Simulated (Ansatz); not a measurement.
# Ni wire along [110], 37 atoms a period: bands along the axis

Wanted: the relaxed geometry and the bands of the Ni wire along [110], 37 atoms a period.

Main program and level: Ansatz 0.2.0; DFT PBE, plane waves, PAW; relaxation of a wire's period; PAW set soft_1, in the first sound run; inputs show where later runs differ.

### 1. The structure

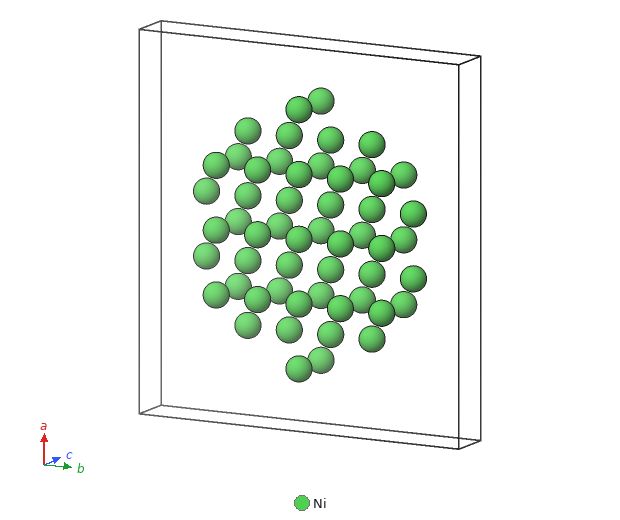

Start, viewed at a slant to the c axis; nickel green. Some periodic images of atoms are drawn too.

The cell holds 37 atoms: 37 Ni. Cell: a = 20.880 Å, b = 19.245 Å, c = 2.489 Å, α = 90.0°, β = 90.0°, γ = 90.0°. Vacuum lies along a and b. The structure's axis is c.

### 2. Relaxation of atoms and period

Band widths follow the bond lengths, so the wire is relaxed first. The atoms and the third cell vector are free; the box across stays fixed as vacuum. Moments are seeded so that a magnetic state can form if it lies lower. A Fermi-Dirac smearing is set since the result may be a metal. The pressure printed is a third of the stress's trace over the whole box, vacuum included; only the stress along the axis is relaxed.

File input.yaml:

```yaml
crystal:
  lattice:
    - [20.88, 0.0, 0.0]
    - [0.0, 19.245, 0.0]
    - [0.0, 0.0, 2.4890158698]
  atoms:
    - { symbol: Ni, position: [0.162835249, 0.500002062, 0.0], spin: 0.8 }
    - { symbol: Ni, position: [0.331417625, 0.62933518, 0.0], spin: 0.8 }
    - { symbol: Ni, position: [0.331417625, 0.500002062, 0.0], spin: 0.8 }
    - { symbol: Ni, position: [0.331417625, 0.758668299, 0.0], spin: 0.8 }
    - { symbol: Ni, position: [0.5, 0.62933518, 0.0], spin: 0.8 }
    - { symbol: Ni, position: [0.5, 0.500002062, 0.0], spin: 0.8 }
    - { symbol: Ni, position: [0.5, 0.758668299, 0.0], spin: 0.8 }
    - { symbol: Ni, position: [0.668582375, 0.62933518, 0.0], spin: 0.8 }
    - { symbol: Ni, position: [0.668582375, 0.500002062, 0.0], spin: 0.8 }
    - { symbol: Ni, position: [0.668582375, 0.758668299, 0.0], spin: 0.8 }
    - { symbol: Ni, position: [0.837164751, 0.500002062, 0.0], spin: 0.8 }
    - { symbol: Ni, position: [0.247126437, 0.306002383, 0.5], spin: 0.8 }
    - { symbol: Ni, position: [0.247126437, 0.435335502, 0.5], spin: 0.8 }
    - { symbol: Ni, position: [0.247126437, 0.564668621, 0.5], spin: 0.8 }
    - { symbol: Ni, position: [0.247126437, 0.69400174, 0.5], spin: 0.8 }
    - { symbol: Ni, position: [0.415708812, 0.176669265, 0.5], spin: 0.8 }
    - { symbol: Ni, position: [0.415708812, 0.306002383, 0.5], spin: 0.8 }
    - { symbol: Ni, position: [0.415708812, 0.435335502, 0.5], spin: 0.8 }
    - { symbol: Ni, position: [0.415708812, 0.564668621, 0.5], spin: 0.8 }
    - { symbol: Ni, position: [0.415708812, 0.69400174, 0.5], spin: 0.8 }
    - { symbol: Ni, position: [0.415708812, 0.823334858, 0.5], spin: 0.8 }
    - { symbol: Ni, position: [0.584291188, 0.176669265, 0.5], spin: 0.8 }
    - { symbol: Ni, position: [0.584291188, 0.306002383, 0.5], spin: 0.8 }
    - { symbol: Ni, position: [0.584291188, 0.435335502, 0.5], spin: 0.8 }
    - { symbol: Ni, position: [0.584291188, 0.564668621, 0.5], spin: 0.8 }
    - { symbol: Ni, position: [0.584291188, 0.69400174, 0.5], spin: 0.8 }
    - { symbol: Ni, position: [0.584291188, 0.823334858, 0.5], spin: 0.8 }
    - { symbol: Ni, position: [0.752873563, 0.306002383, 0.5], spin: 0.8 }
    - { symbol: Ni, position: [0.752873563, 0.435335502, 0.5], spin: 0.8 }
    - { symbol: Ni, position: [0.752873563, 0.564668621, 0.5], spin: 0.8 }
    - { symbol: Ni, position: [0.752873563, 0.69400174, 0.5], spin: 0.8 }
    - { symbol: Ni, position: [0.331417625, 0.370668943, 0.0], spin: 0.8 }
    - { symbol: Ni, position: [0.331417625, 0.241335824, 0.0], spin: 0.8 }
    - { symbol: Ni, position: [0.5, 0.370668943, 0.0], spin: 0.8 }
    - { symbol: Ni, position: [0.5, 0.241335824, 0.0], spin: 0.8 }
    - { symbol: Ni, position: [0.668582375, 0.370668943, 0.0], spin: 0.8 }
    - { symbol: Ni, position: [0.668582375, 0.241335824, 0.0], spin: 0.8 }
magnetization:
  spin_polarized: true
kpoints:
  mp_grid: { grid: [1, 1, 33] }
scf:
  occupations: { method: fermi_dirac, width: 0.05 }
hamiltonian:
  xc: pbe
  pseudopotentials: { kind: paw, azcp: { folder: soft_1 } }
relax:
  cell: { fix: [a, b, alpha, beta, gamma] }
  max_steps: 45
  f_tol: 0.03
```

Started as:

```bash
ansatz run input.yaml --threads 16 --pin off --max-ram 61440MiB --backend cuda --events-out ev --progress --plain --runs-dir out --max-vram 78GiB
```

Numbers of over 12 decimals in the logs are rounded to 6 here.

What it wrote:

```text
Engine: ansatz 0.2.0, aarch64-unknown-linux-gnu
Pseudopotentials: kind: paw
Pseudopotential: Ni, paw, valence charge 18, recommended cutoff 420 eV (normal), soft_1/Ni.paw.azcp
Functional definition: PBE
  parameter kappa = 0.804
  parameter beta = 0.066725
  exchange = pbe_x(kappa = kappa, mu = beta*pi^2/3)
  correlation = pbe_c(beta = beta)
concurrent solve slots: 12 of 16 are kept, ahead of what memory takes: no pass of the eigensolver takes more rounds on 12
[...]
Crystal: 37 atoms, lattice volume = 1000.175 Å³
Basis set: ecut = 420 eV, 19505 PW (Γ), exchange–correlation on 288×270×36 points (8 copies of the dense FFT grid, shifted against one another)
Bands: 418, of which v1, the nominal top of the filled ones, is band 333 counted from 1 (332 counted from 0)
Symmetry: 8 space group operations
Space group: Pmmm (ITA 47), of the structure as read, at distance tolerance 1.0e-4 Å
Magnetic group: BNS 47.249 (UNI 347), of the structure as read, at distance tolerance 1.0e-4 Å
k-points: 17 of 33
Non-local potential: Ni, projectors of the file, l = 0: 3, l = 1: 2, l = 2: 3, l = 3: 1
PAW form: soft (Blöchl's): semilocal exchange-correlation on the pseudo side does not see the compensation charge
PAW one-centre angular grid: Ni, 590 points (default); XC on 64 Gauss nodes
Initial density: superposition of atomic densities (neutral atoms: chi_scale 0, normalization atom)
Starting moments: Σ|m| = 29.6 μB on 37 of 37 sites
Initial wavefunctions: pseudopotential atomic-orbital guess
[...]
Functional: x = pbe(κ = 0.804, μ = 0.219515), c = pbe(β = 0.066725)
SCF iter   1: F=—  HF=-216022.698142 eV  |F-HF|=—  |Δ(HF+E_count)|=         —  Δρ=2.76e-2 (↑1.58e-2 ↓2.76e-2)  dr2=5.66e1  dr2_m=2.06e0  M=29.889 μB ∫|m|=31.381 μB  β_m=0.30  ethr=3.10e-3  ⟨swp⟩=7.7  Hψ=62484  notcnv=0  defer=1066
Mixer restart at iter 1: flushing history
preconditioner: auto → LDOS  [metal: Δε(μ)=0.003 eV  Ē_g=7.110 eV  σ=0.050 eV  W_gap=0.01  n_scr=216 (ndim 8)  ℏωp=22.6 eV  f_vac=0.516  D(μ)=77.34/eV (n_scr^D=940)]
spin=Collinear: LDOS preconditioning applied to the charge; magnetization (m = ρ↑ − ρ↓) channel mixes plain (no charge-response kernel on spin).
SCF iter   2: F=—  HF=-216026.673762 eV  |F-HF|=—  |Δ(HF+E_count)|=    3.98e0  Δρ=1.91e-2 (↑1.91e-2 ↓1.04e-2)  dr2=8.50e0  dr2_m=9.70e-1  M=29.246 μB ∫|m|=31.329 μB  β_m=0.33  ethr=3.10e-3  ⟨swp⟩=2.3  Hψ=23060  notcnv=0  defer=1862
[...]
SCF iter  19: F=-216053.260955 eV  HF=-216053.260955 eV  |F-HF|=6.87e-8  |Δ(HF+E_count)|=   1.31e-9  Δρ=1.76e-6 (↑5.20e-7 ↓1.76e-6)  dr2=7.14e-8  dr2_m=3.88e-9  M=25.788 μB ∫|m|=29.365 μB  ethr=5.86e-12  ⟨swp⟩=2.3  Hψ=37905  notcnv=0
SCF 1 converged in 19 iterations: F = -216053.260955 eV  dr2 = 7.14e-8
  greatest PAW one-centre occupation: 1.001 electrons in one spin orbital (limit 2), on the Ni atom at site 10 (counted from 0), in its partial waves of l = 1
relax step   1: F+E_penalty+E_count = -216053.26095459 eV  Δ(F+E_penalty+E_count) = +0.000e0 eV  max|allowed force component| = 9.930e-1 eV/Å  Δτ_max = 0.0000 Å  P = -2.510 GPa  Ω = 1000.175 Å³  fix = [a, b, alpha, beta, gamma]  reactions: a -2.362, b -2.114 GPa  (19 SCF iters, dr2 threshold 1.00e-7 eV, accepted)
concurrent solve slots: 12 of 16 are kept, ahead of what memory takes: no pass of the eigensolver takes more rounds on 12
[...]
Crystal: 37 atoms, lattice volume = 992.566 Å³
Basis set: ecut = 420 eV, 19301 PW (Γ), exchange–correlation on 288×270×36 points (8 copies of the dense FFT grid, shifted against one another)
[...]
Starting moments: Σ|m| = 29.6 μB on 37 of 37 sites; this step starts from the density that it was given
[...]
iter 1 solved again at ethr=5.82e-5 eV; its pass at ethr=3.10e-3 eV (dr2=3.88e-1 eV) is discarded
SCF iter   1: F=—  HF=-216053.720095 eV  |F-HF|=—  |Δ(HF+E_count)|=         —  Δρ=3.87e-3 (↑2.65e-3 ↓3.87e-3)  dr2=3.95e-1  dr2_m=3.79e-2  M=25.700 μB ∫|m|=29.214 μB  β_m=0.30  ethr=5.82e-5  ⟨swp⟩=3.9  Hψ=71395  notcnv=0
preconditioner: auto → LDOS  [metal: Δε(μ)=0.002 eV  Ē_g=6.991 eV  σ=0.050 eV  W_gap=0.01  n_scr=208 (ndim 8)  ℏωp=22.7 eV  f_vac=0.536  D(μ)=65.93/eV (n_scr^D=740)]
[...]
SCF 2 converged in 11 iterations: F = -216053.712366 eV  dr2 = 1.49e-6
[...]
SCF 3 converged in 12 iterations: F = -216053.947368 eV  dr2 = 3.07e-6
[...]
SCF 4 converged in 11 iterations: F = -216053.918794 eV  dr2 = 1.40e-6
[...]
SCF 5 converged in 17 iterations: F = -216053.962693 eV  dr2 = 1.39e-10
[...]
SCF 6 converged in 11 iterations: F = -216053.957732 eV  dr2 = 3.39e-10
[...]
SCF converged after 11 iterations
[...]
--- Relaxed structure (5 steps of the walk, 4 accepted, 1 SCFs on fresh bases) ---
  F+E_penalty+E_count = -216053.95773221 eV   max|allowed force component| = 1.209e-2 eV/Å   (the final SCF, on the basis selected at the relaxed cell)
  cell:  # Å, volume = 984.5887 Å³
    - [20.88, 0, 0]
    - [0, 19.245, 0]
    - [0, 0, 2.450228]
  atoms:
    - { symbol: Ni, position: [0.170069, 0.500000, 0] }
    - { symbol: Ni, position: [0.330533, 0.628039, -5.552726651682148e-19] }
    - { symbol: Ni, position: [0.329224, 0.500000, 0] }
    - { symbol: Ni, position: [0.331547, 0.757488, -5.058083530588177e-19] }
    - { symbol: Ni, position: [0.5, 0.628077, -5.390735584427524e-19] }
    - { symbol: Ni, position: [0.5, 0.500000, 0] }
    - { symbol: Ni, position: [0.5, 0.760315, 7.075886330385437e-19] }
    - { symbol: Ni, position: [0.669467, 0.628039, -5.552726651682139e-19] }
    - { symbol: Ni, position: [0.670776, 0.500000, 0] }
    - { symbol: Ni, position: [0.668453, 0.757488, -5.058083530588167e-19] }
    - { symbol: Ni, position: [0.829931, 0.500000, 0] }
    - { symbol: Ni, position: [0.251558, 0.306523, 0.5] }
    - { symbol: Ni, position: [0.244610, 0.432421, 0.5] }
    - { symbol: Ni, position: [0.244610, 0.567579, 0.5] }
    - { symbol: Ni, position: [0.251558, 0.693477, 0.5] }
    - { symbol: Ni, position: [0.415109, 0.182756, 0.5] }
    - { symbol: Ni, position: [0.416340, 0.306941, 0.5] }
    - { symbol: Ni, position: [0.414775, 0.435621, 0.5] }
    - { symbol: Ni, position: [0.414775, 0.564379, 0.5] }
    - { symbol: Ni, position: [0.416340, 0.693059, 0.5] }
    - { symbol: Ni, position: [0.415109, 0.817244, 0.5] }
    - { symbol: Ni, position: [0.584891, 0.182756, 0.5] }
    - { symbol: Ni, position: [0.583660, 0.306941, 0.5] }
    - { symbol: Ni, position: [0.585225, 0.435621, 0.5] }
    - { symbol: Ni, position: [0.585225, 0.564379, 0.5] }
    - { symbol: Ni, position: [0.583660, 0.693059, 0.5] }
    - { symbol: Ni, position: [0.584891, 0.817244, 0.5] }
    - { symbol: Ni, position: [0.748442, 0.306523, 0.5] }
    - { symbol: Ni, position: [0.755390, 0.432421, 0.5] }
    - { symbol: Ni, position: [0.755390, 0.567579, 0.5] }
    - { symbol: Ni, position: [0.748442, 0.693477, 0.5] }
    - { symbol: Ni, position: [0.330533, 0.371961, 5.55272665168214e-19] }
    - { symbol: Ni, position: [0.331547, 0.242512, 5.058083530588167e-19] }
    - { symbol: Ni, position: [0.5, 0.371923, 5.390735584427524e-19] }
    - { symbol: Ni, position: [0.5, 0.239685, -7.075886330385438e-19] }
    - { symbol: Ni, position: [0.669467, 0.371961, 5.552726651682148e-19] }
    - { symbol: Ni, position: [0.668453, 0.242512, 5.058083530588177e-19] }
```

Run time: 92 s. Hardware: 1 × NVIDIA GB200 with 16 threads of Arm Neoverse V2, shared host; peak memory 1.9 GiB; 12 min of CPU time.

Relaxation path:

| step | energy less that of the first step (eV) | largest force component (eV/Å) | pressure (GPa) | volume (Å³) |
| --- | --- | --- | --- | --- |
| 1 | 0.0000 | 0.9930 | -2.51 | 1000.18 |
| 2 | -0.4514 | 0.6214 | -1.27 | 992.57 |
| 3 | -0.6864 | 0.1875 | 0.34 | 983.11 |
| 4 | -0.6578 | 0.1948 | 0.00 | 984.28 |
| 5 | -0.7017 | 0.0121 | 0.00 | 984.59 |
| 6 | -0.6968 | 0.0121 | 0.01 | 984.59 |

The log counts 1 steps on a newly chosen plane-wave basis, not all of them marked here; energy and pressure can jump at such steps. Relaxation step 4 was tried and not accepted.

The run keeps the 8 symmetry operations that it works with, so distortions that break them were not tested.

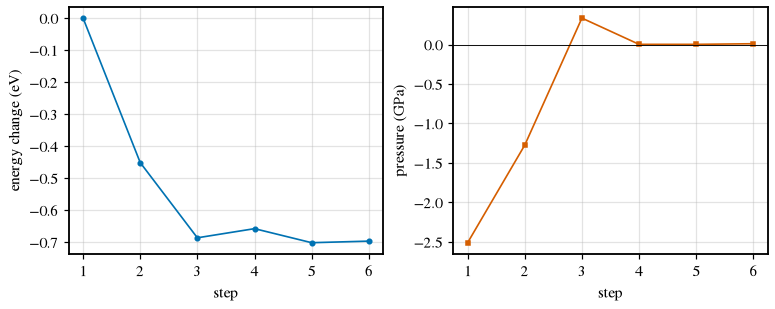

Energy and pressure along the relaxation.

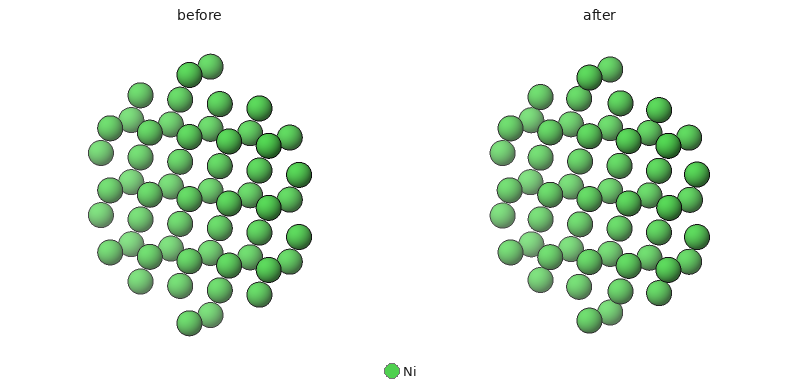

Before and after, at one scale.

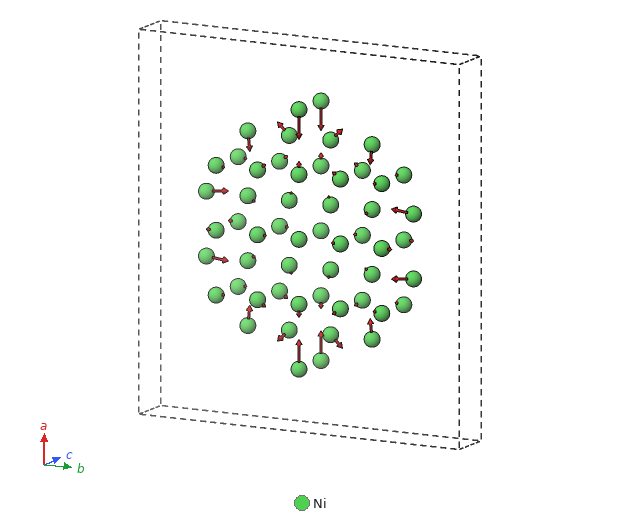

Displacements in the relaxation, exaggerated, measured against the changing cell; the longest in the cell stands for 0.15 Å. Some periodic images of atoms are drawn too.

| cell as run | before | after | change |
| --- | --- | --- | --- |
| c (Å) | 2.489 | 2.450 | -1.6 % |

The atoms that moved most (Å, along periodic axes as changes of fractional coordinates times the final cell, across vacuum about the mean position):

| atom | dx | dy | dz | length |
| --- | --- | --- | --- | --- |
| Ni1 | 0.151 | 0.000 | 0.000 | 0.151 |
| Ni11 | -0.151 | 0.000 | 0.000 | 0.151 |
| Ni16 | -0.013 | 0.117 | 0.000 | 0.118 |
| Ni22 | 0.013 | 0.117 | 0.000 | 0.118 |
| Ni21 | -0.013 | -0.117 | 0.000 | 0.118 |
| Ni27 | 0.013 | -0.117 | 0.000 | 0.118 |
| Ni12 | 0.093 | 0.010 | 0.000 | 0.093 |
| Ni28 | -0.093 | 0.010 | 0.000 | 0.093 |

This step gave:

```yaml
energy_at_zero_smearing: -216053.7008 eV
total_moment: 25.44 μB
absolute_moment: 28.94 μB
cell_length_along_the_wire: 2.450 Å
```

[end of part 1 of 2]

[Logs are printed without paths, hosts, clocks, repeated set-up lines and the standing remarks that a program may print on its own settings, such as how far it seeks lower states.]

[Hosts, paths, dates, database ids (printed as entryN), source tags and the programs' standing remarks are cut or masked in the printed files.]
